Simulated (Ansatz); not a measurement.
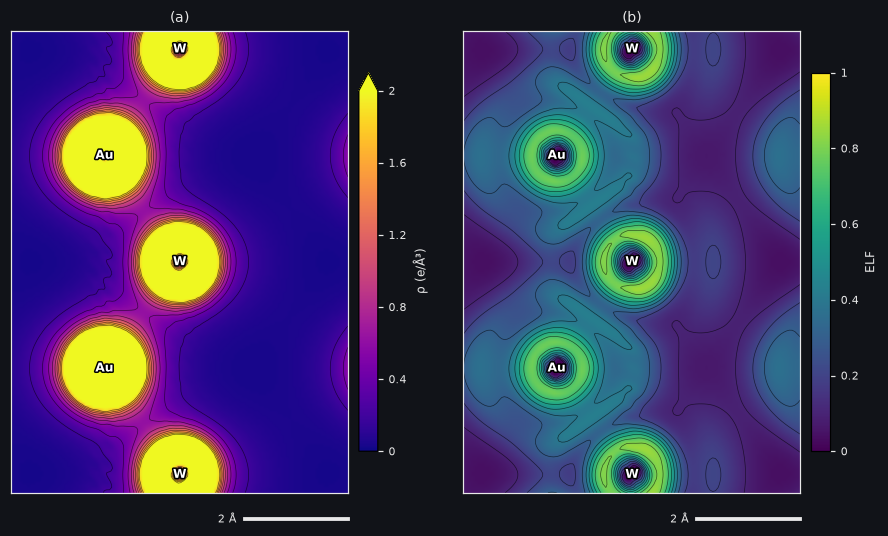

Figure 1: WAu. (a) valence electron density; (b) ELF on the (011) plane of the conventional cell.

Space group F-43m; a generated structure, not necessarily the stable one.

The calculation used Kohn-Sham DFT of a periodic cell, PBE, PseudoDojo stringent in Ansatz 0.2.0.

Core electrons are replaced by pseudopotentials, and the valence fields are smoothed inside the atomic spheres.

```yaml
crystal:
  lattice:
    - [5.81842, 0.00000, 0.00000]
    - [0.00000, 0.00000, -5.81842]
    - [0.00000, 5.81842, 0.00000]
  atoms:
    - { symbol: W, position: [0.50000, 0.50000, 0.00000] }
    - { symbol: W, position: [0.00000, 0.50000, 0.50000] }
    - { symbol: W, position: [0.00000, 0.00000, 0.00000] }
    - { symbol: W, position: [0.50000, 0.00000, 0.50000] }
    - { symbol: Au, position: [0.75000, 0.75000, 0.25000] }
    - { symbol: Au, position: [0.25000, 0.75000, 0.75000] }
    - { symbol: Au, position: [0.25000, 0.25000, 0.25000] }
    - { symbol: Au, position: [0.75000, 0.25000, 0.75000] }
```

> Describe what can be read from this map.

The section cuts through W and Au sites. W–Au (2.52 Å): the density is about 0.63 e/Å³ at the midpoint; the ELF is about 0.40 at the midpoint. Between the atoms the lowest density in this plane is 0.03 e/Å³. The features right at W and Au lie inside the core regions, where the map follows smoothed inner orbitals and isn't to be read closely.
